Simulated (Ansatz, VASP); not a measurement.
# CaO: VASP beside Ansatz, part 2 of 2

Aim: how closely do two programs agree when they are given the same cell, functional and k mesh? The cell is taken from a series of VASP runs on this material, whose earlier steps may have relaxed, scaled or displaced it; both programs get it as it stands. Valence electrons are named where the data sets of a main pair hold unlike numbers.

VASP 6.6.1 and Ansatz 0.2.0.

So far: The starting structure; VASP: band structure, r2SCAN-EpsX with an exact-exchange share of 0.26.

## Step 3: Ansatz: band structure, r2SCAN-EpsX with an exact-exchange share of 0.26

Level of this step: Ansatz beside VASP: Kohn-Sham DFT, plane waves, r2SCAN-EpsX (Ansatz).

Ansatz runs on its default PAW (the set named soft_2) files.

The same cell, functional, mesh and smearing now go to Ansatz, which takes its cutoff from its data sets.

Contents of input.yaml:

```yaml
crystal:
  lattice:
    - [0.0, 2.4087, 2.4087]
    - [2.4087, 0.0, 2.4087]
    - [2.4087, 2.4087, 0.0]
  atoms:
    - { symbol: Ca, position: [0.0, 0.0, 0.0] }
    - { symbol: O, position: [0.5, 0.5, 0.5] }
hamiltonian:
  xc: { exchange: r2scan, correlation: r2scan, exx: { coeff: 0.26 } }
  pseudopotentials: { kind: paw }
kpoints:
  mp_grid: { grid: [5, 5, 5] }
  band_path:
    path:
      - [0.0, 0.0, 0.0]
      - [0.5, 0.0, 0.5]
      - [0.5, 0.22222, 0.72222]
      - [0.40278, 0.34722, 0.75]
      - [0.125, 0.125, 0.25]
      - [0.27778, 0.27778, 0.27778]
      - [0.55556, 0.38889, 0.55556]
      - [0.58333, 0.25, 0.66667]
      - [0.5, 0.30556, 0.69444]
      - [0.48611, 0.48611, 0.52778]
      - [0.625, 0.25, 0.625]
      - [0.5, 0.0, 0.5]
    npoints: 1
scf:
  occupations: { method: gaussian, width: 0.03 }
  n_extra_bands: 7
output:
  forces: true
  stress: true
  eigenvalues: true
  write_density: true
  write_potential: true
  elf: true
  volumetric_format: npy
```

Command:

```bash
> ansatz run input.yaml --threads 4 --pin off --max-ram 9216MiB --backend cpu --events-out ev --progress --plain --runs-dir out
```

Numbers of over 12 decimals in the logs are rounded to 6 here.

The log of the run:

```text
Warning: output.stress: scf.convergence.dr2_threshold = 1e-7 eV (the SCF's general default) is looser than the 2e-10 eV advised for a printed stress (1e-10 eV for each atom of the cell: 2). What an SCF threshold leaves in a stress goes as its square root, and in the free energy as the threshold itself, and one threshold admits the most on a small cell: [figures from the program's tests cut] Set scf.convergence.dr2_threshold to 2e-10 eV or tighter. The threshold is an SCF's pass mark: one that does not reach it within its budget of iterations ends unconverged, or closes short of it on a stop that the run arms, and scf.convergence.dr2_threshold's page says what that costs each kind of run
Warning: output.stress: scf.exx.energy_threshold = 1e-6 eV is looser than the 2e-8 eV advised for a stress under a hybrid functional (1e-8 eV for each atom of the cell: 2). Every SCF of the exchange loop can meet its threshold on dr2 while the loop round them stops early: no threshold on dr2 bounds what that leaves in the stress. Set scf.exx.energy_threshold to 2e-8 eV or tighter. The threshold is the loop's pass mark: a loop that does not reach it within its budget of cycles ends unconverged, and scf.exx.energy_threshold's page has the law
scf.n_extra_bands = 7 over 8 filled bands (N_el = 16.0): the run solves 15 bands
Engine: ansatz 0.2.0, aarch64-unknown-linux-gnu
Pseudopotentials: kind: paw
Pseudopotential: Ca, paw, valence charge 10, recommended cutoff 500 eV (meta_gga), Ca.paw.azcp
Pseudopotential: O, paw, valence charge 6, recommended cutoff 500 eV (meta_gga), O.paw.azcp
Functional definition: unnamed
  parameter a_1 = 0.26
  exchange = (1 - a_1)*r2scan_x + a_1*exact_x
  correlation = r2scan_c
Crystal: 2 atoms, lattice volume = 27.950 Å³
Basis set: ecut = 500 eV, 725 PW (Γ), exchange–correlation on 100×100×100 points (64 copies of the dense FFT grid, shifted against one another)
Bands: 15, of which v1, the nominal top of the filled ones, is band 8 counted from 1 (7 counted from 0)
Symmetry: 48 space group operations
Space group: Fm-3m (ITA 225), of the structure as read, at distance tolerance 3.0e-5 Å
k-points: 10 of 125
Non-local potential: Ca, projectors of the file, l = 0: 3, l = 1: 2, l = 2: 2
Non-local potential: O, projectors of the file, l = 0: 2, l = 1: 2, l = 2: 1
PAW form: soft (Blöchl's): semilocal exchange-correlation on the pseudo side does not see the compensation charge
PAW frozen core: Ca, regenerated for the run's functional, and the local potential with it (the file was generated under x = pbe(κ = 0.804, μ = 0.219515), c = pbe(β = 0.066725))
PAW frozen core: O, regenerated for the run's functional, and the local potential with it (the file was generated under x = pbe(κ = 0.804, μ = 0.219515), c = pbe(β = 0.066725))
PAW one-centre angular grid: Ca, 302 points (default); XC on 160 Gauss nodes
PAW one-centre angular grid: O, 302 points (default); XC on 160 Gauss nodes
Initial density: superposition of atomic densities (neutral atoms: chi_scale 0, normalization atom), corrected by the library's trained network
Initial wavefunctions: pseudopotential atomic-orbital guess
Functional: x = r2scan, c = r2scan; τ floored in thin density (d = 2e-4 eV/Å³), warm-up for x = 0.74 r2scan + 0.26 exact, c = r2scan; τ floored in thin density (d = 2e-4 eV/Å³)
SCF iter   1: F=—  HF=-2394.020044 eV  |F-HF|=—  |Δ(HF+E_count)|=         —  Δρ=1.03e-2  dr2=3.62e-2  dr2_τ=5.83e-2  ethr=1.77e-3  ⟨swp⟩=8.8  Hψ=773  notcnv=0
preconditioner: auto → none  [insulator: Δε(μ)=4.651 eV  Ē_g=21.198 eV  σ=0.030 eV  W_gap=1.00  n_scr=8 (ndim 8)  ℏωp=26.3 eV  f_vac=0.000  D(μ)=0.00/eV (n_scr^D=0)]
SCF iter   2: F=—  HF=-2394.095181 eV  |F-HF|=—  |Δ(HF+E_count)|=   7.51e-2  Δρ=8.73e-3  dr2=1.15e-2  dr2_τ=2.97e-3  ethr=2.26e-4  ⟨swp⟩=4.1  Hψ=450  notcnv=0
iter 3 solved again at ethr=5.97e-6 eV; its pass at ethr=7.21e-5 eV (dr2=9.55e-4 eV) is discarded
SCF iter   3: F=-2394.092308 eV  HF=-2394.092665 eV  |F-HF|=3.57e-4  |Δ(HF+E_count)|=   2.52e-3  Δρ=2.37e-3  dr2=9.57e-4  dr2_τ=8.34e-5  ethr=5.97e-6  ⟨swp⟩=2.0  Hψ=571  notcnv=0
SCF 1 stopped early in 3 iterations: F = -2394.092308 eV  dr2 = 9.57e-4
  greatest PAW one-centre occupation: 0.995 electrons in one spin orbital (limit 2), on the Ca atom at site 0 (counted from 0), in its partial waves of l = 0
Initial density: handed on by an earlier stage of this run
Initial wavefunctions: those handed on with the density
Functional: x = 0.74 r2scan + 0.26 exact, c = r2scan; τ floored in thin density (d = 2e-4 eV/Å³)
Frozen-core exchange: fock
SCF iter   1: F=—  HF=-2393.433533 eV  |F-HF|=—  |Δ(HF+E_count)|=         —  Δρ=8.00e-3  dr2=2.80e-2  dr2_τ=1.05e-3  ethr=5.98e-5  ⟨swp⟩=5.2  Hψ=601  notcnv=0
preconditioner: auto → none  [insulator: Δε(μ)=6.908 eV  Ē_g=24.452 eV  σ=0.030 eV  W_gap=1.00  n_scr=8 (ndim 8)  ℏωp=26.3 eV  f_vac=0.000  D(μ)=0.00/eV (n_scr^D=0)]
SCF iter   2: F=—  HF=-2393.424043 eV  |F-HF|=—  |Δ(HF+E_count)|=   9.49e-3  Δρ=2.44e-3  dr2=1.84e-3  dr2_τ=9.68e-5  ethr=5.98e-5  ⟨swp⟩=3.2  Hψ=394  notcnv=0
SCF iter   3: F=—  HF=-2393.428016 eV  |F-HF|=—  |Δ(HF+E_count)|=   3.97e-3  Δρ=7.27e-4  dr2=1.06e-4  dr2_τ=2.22e-6  ethr=7.22e-6  ⟨swp⟩=3.4  Hψ=380  notcnv=0
SCF iter   4: F=—  HF=-2393.428038 eV  |F-HF|=—  |Δ(HF+E_count)|=   2.20e-5  Δρ=3.19e-4  dr2=1.76e-5  dr2_τ=2.65e-6  ethr=6.27e-7  ⟨swp⟩=3.2  Hψ=269  notcnv=0
SCF iter   5: F=-2393.428033 eV  HF=-2393.428034 eV  |F-HF|=5.10e-7  |Δ(HF+E_count)|=   3.96e-6  Δρ=6.86e-5  dr2=2.17e-6  dr2_τ=1.77e-7  ethr=1.02e-7  ⟨swp⟩=2.7  Hψ=244  notcnv=0
SCF 2 stopped early in 5 iterations: F = -2393.428033 eV  dr2 = 2.17e-6
  greatest PAW one-centre occupation: 0.996 electrons in one spin orbital (limit 2), on the Ca atom at site 0 (counted from 0), in its partial waves of l = 0
hybrid outer 1: dexx = +5.174e-3 eV, tail = 1.53e-5 eV
Frozen-core exchange: fock
SCF iter   1: F=—  HF=-2393.428136 eV  |F-HF|=—  |Δ(HF+E_count)|=         —  Δρ=1.18e-4  dr2=2.79e-6  dr2_τ=3.11e-7  ethr=4.77e-7  ⟨swp⟩=4.3  Hψ=381  notcnv=0
preconditioner: auto → none  [insulator: Δε(μ)=6.717 eV  Ē_g=24.381 eV  σ=0.030 eV  W_gap=1.00  n_scr=8 (ndim 8)  ℏωp=26.3 eV  f_vac=0.000  D(μ)=0.00/eV (n_scr^D=0)]
SCF iter   2: F=—  HF=-2393.428136 eV  |F-HF|=—  |Δ(HF+E_count)|=   5.58e-7  Δρ=2.98e-5  dr2=1.81e-7  dr2_τ=3.62e-8  ethr=1.52e-8  ⟨swp⟩=3.0  Hψ=263  notcnv=0
SCF iter   3: F=—  HF=-2393.428136 eV  |F-HF|=—  |Δ(HF+E_count)|=   2.90e-8  Δρ=7.85e-6  dr2=2.71e-8  dr2_τ=2.56e-9  ethr=1.00e-9  ⟨swp⟩=3.0  Hψ=260  notcnv=0
SCF iter   4: F=-2393.428136 eV  HF=-2393.428136 eV  |F-HF|=3.61e-9  |Δ(HF+E_count)|=   1.02e-7  Δρ=4.84e-6  dr2=4.23e-9  dr2_τ=1.02e-9  ethr=4.41e-11  ⟨swp⟩=4.2  Hψ=418  notcnv=0
SCF 3 converged in 4 iterations: F = -2393.428136 eV  dr2 = 4.23e-9
  Residual-converged pass: ⟨swp⟩=2.7  Hψ=238  notcnv=0  max |occ|·‖R‖ = 2.3e-6 eV (tolerance 2.4e-6 eV)  dr2=4.24e-9  dr2_τ=1.03e-9  dr2_onsite=1.15e-9  max |Δocc| = 0.0e0
hybrid outer 2: dexx = +1.824e-7 eV, tail = 1.86e-8 eV, Δε = 2.47e-3 eV (about 1.12e-4 eV left of the loop's levels)
NSCF: frozen V_eff on 12 k-points
hybrid SCF converged: 2 outer / 9 inner (+3 warm-up), last move |dexx| = 1.82e-7 eV, tail = 1.86e-8 eV
Stability not checked: this state was not tested for a lower state beside it, because the functional holds exact exchange (a hybrid, or Hartree-Fock), whose exchange loop this test does not read (fock_operator; see scf.lower_state_search)
Free energy (F): -2393.428136 eV
Frozen-core exchange: fock
Harris-Foulkes:  -2393.428136 eV  (|F-HF|=3.61e-9)
Internal energy: -2393.428136 eV  (E = F + TS)
E sigma→0 (E₀):  -2393.428136 eV
Fermi energy:    9.223366 eV
--- Per-component energies (eV) ---
  E_band       = -151.168672
  E_kinetic    = 457.251966
  E_local      = -893.820712  (includes V_loc(G=0)·N_el)
  E_nonlocal   = 109.419952
  E_hartree    = 296.879635
  E_xc         = -161.511605
  E_vxc        = -225.838821  (∫ρ·V_xc dr)
  E_exx        = -57.217981  (= α·E_x^exact, valence–valence)
  E_paw        = -1016.737355  (= ΣΔE_a)
  E_vpaw       = -89.302751  (= ΣTr[D̂ρ^β])
  E_aug_tail   = 0.000917  (compensation charges beyond the density's cutoff)
  E_vtau       = 11.796387  (kinetic-family band-sum trace: ∫τ·v_τ [+ j·A + Jᵃ·Aᵃ] dr)
  E_ewald      = -1127.349285
  E_core_change = -0.343668  (= ΣΔE_core)
  E_smearing   = -0.000000  (= −TS)
  E_closure    = 0.000000  (closes the sum)
  Σ components = -2393.428136   (vs F -2393.428136, Δ=0.00e0)
--- Forces (eV/Å), atoms counted from 1 ---
  atom   1  Ca    -0.00000000     0.00000000     0.00000000
  atom   2  O      0.00000000    -0.00000000    -0.00000000
  max |Σ_I F_I| component: 1.33e-29 eV/Å
--- Stress (GPa, compression-positive) ---
       -2.818703      -0.000000      -0.000000
        0.000000      -2.818703       0.000000
        0.000000      -0.000000      -2.818703
  P = ⅓ Tr σ = -2.8187 GPa (-28.187 kbar)
--- Band table (eV; the first three rows and the last of 10) ---
  k-point 0: bands = [... 4 lower, -11.8214, 5.8641, 5.8641, 5.8641, 13.3127, 15.3316, 15.3316, 15.3316, ... 3 higher]
  k-point 1: bands = [... 4 lower, -11.2045, 4.6963, 5.3843, 5.3843, 14.8580, 15.2779, 16.0522, 16.0522, ... 3 higher]
  k-point 2: bands = [... 4 lower, -10.4922, 3.2694, 4.7185, 4.7185, 15.8646, 16.9825, 17.4839, 17.4839, ... 3 higher]
  k-point 9: bands = [... 4 lower, -10.9887, 4.1334, 4.7487, 4.8960, 14.5569, 16.3254, 17.8510, 18.7272, ... 3 higher]
```

It took 16 s on 4 threads of Arm Neoverse V1, shared host; peak memory 0.67 GiB.

The column dr2 measures how far the density is from self-consistency, as an energy; F and HF (Harris–Foulkes) agree once it is small.

## Step 4: Differences

Known differences besides the potentials themselves: exact exchange at q = 0 is treated differently, which shows on coarse meshes; VASP keeps PBE cores, Ansatz makes them for the functional; the cutoff is 500 eV in Ansatz and 460 eV in VASP; VASP takes a coarser grid for exact exchange (PRECFOCK = Fast); in our runs with r2SCAN, forces from VASP's data set Ca_sv part from Ansatz's all-electron ones, so neither program is the reference here. Total energies have different zeros and are not compared.

The two programs side by side:

| quantity | Ansatz | VASP | difference |
| --- | --- | --- | --- |
| gap over the path points (eV) | 6.517 | 6.505 | +0.011 |

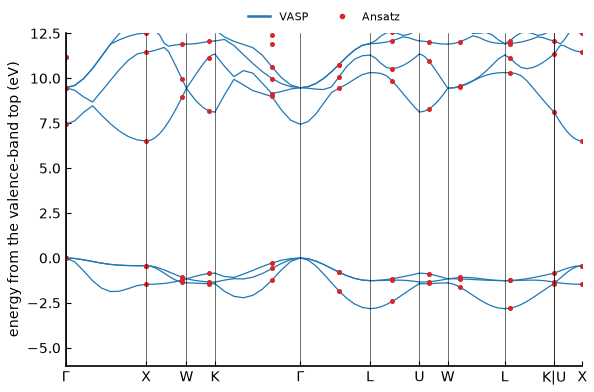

Bands from VASP (lines) and levels from Ansatz (dots). Dots without a line are higher empty bands that the VASP plot leaves out.

Levels at points of the path, from each program's valence-band top (eV; 3 filled, then empty):

| k (reciprocal lattice) | Ansatz | VASP |
| --- | --- | --- |
| 0.000 0.000 0.000 | 0.00 0.00 0.00 7.45 9.47 9.47 | 0.00 0.00 0.00 7.44 9.47 9.47 |
| 0.500 0.000 0.500 | -1.47 -0.43 -0.43 6.52 11.47 12.52 | -1.47 -0.43 -0.43 6.51 11.47 12.52 |
| 0.500 0.222 0.722 | -1.35 -1.23 -1.07 8.94 9.95 11.90 | -1.36 -1.23 -1.07 8.94 9.96 11.89 |
| 0.403 0.347 0.750 | -1.42 -1.33 -0.86 8.20 11.15 12.05 | -1.43 -1.33 -0.87 8.20 11.16 12.05 |
| 0.125 0.125 0.250 | -1.22 -0.58 -0.28 8.99 9.15 9.98 | -1.23 -0.59 -0.28 8.98 9.15 9.99 |
| 0.278 0.278 0.278 | -1.83 -0.78 -0.78 9.44 10.08 10.76 | -1.84 -0.79 -0.79 9.45 10.08 10.77 |
| 0.556 0.389 0.556 | -2.42 -1.23 -1.15 9.87 10.53 12.07 | -2.43 -1.24 -1.16 9.87 10.54 12.09 |
| 0.583 0.250 0.667 | -1.42 -1.32 -0.89 8.29 10.95 12.02 | -1.43 -1.32 -0.89 8.29 10.96 12.02 |
| 0.500 0.306 0.694 | -1.63 -1.17 -1.08 9.54 9.57 12.04 | -1.64 -1.17 -1.09 9.54 9.57 12.04 |
| 0.486 0.486 0.528 | -2.78 -1.25 -1.24 10.30 11.12 11.92 | -2.79 -1.26 -1.25 10.31 11.12 11.94 |

Among the levels compared at these points, filled levels agree within 12 meV and empty ones within 19 meV.

## Step 5: Results

- largest difference of a filled level at the path points (band structure, r2SCAN-EpsX with an exact-exchange share of 0.26): 12 meV

The largest difference of a filled level at the path points is 12 meV (band structure, r2SCAN-EpsX with an exact-exchange share of 0.26), within the 80 meV picked in this series as the mark of a large difference. How closely two codes agree says nothing of how well the functional describes the real material.

[Lines on the potential files, build, host, timing and source positions are cut from VASP's logs without a mark.]

[Logs are printed without paths, hosts, clocks, repeated set-up lines and the standing remarks that a program may print on its own settings, such as how far it seeks lower states.]

[Hosts, paths, dates, database ids (printed as entryN), source tags and the programs' standing remarks are cut or masked in the printed files.]
